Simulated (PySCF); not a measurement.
C7H10S, SMILES CCc1ccc(C)s1, GFN2-xTB optimised geometry. Atoms within 1.6 Å of the plane z = 1.5 Å (x, y, z in Å): C1 (3.38, -0.43, 1.36), C2 (2.82, 0.00, 0.00), C3 (1.33, 0.00, 0.00), C4 (0.48, 1.06, 0.00), C5 (-0.88, 0.68, 0.03), C6 (-1.07, -0.66, 0.06), C7 (-2.35, -1.42, 0.10), S8 (0.45, -1.50, 0.05), H9 (3.05, -1.43, 1.60), H10 (4.47, -0.41, 1.34), H11 (3.04, 0.25, 2.14), H14 (0.81, 2.08, -0.03), H15 (-1.70, 1.39, 0.04), H16 (-2.40, -2.04, 1.00), H18 (-3.19, -0.74, 0.10).

Level of theory: PySCF 2.14.0 with PBE/def2-SVP. Cells within 0.4 Å of a nucleus heavier than hydrogen are left out (blank, or x).

Map of the electrostatic potential (hartree/e), clipped to [-0.08, 0.12] on the plane z = 1.5 Å:

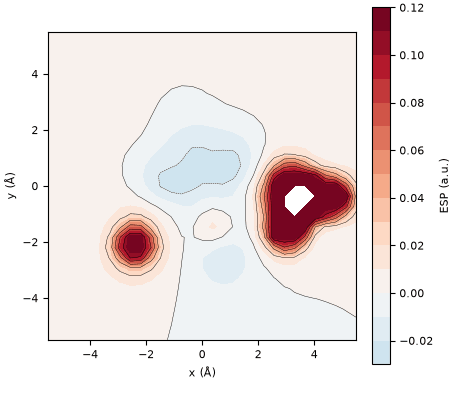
*Electrostatic potential (hartree/e), clipped to [-0.08, 0.12] on the plane z = 1.5 Å.*
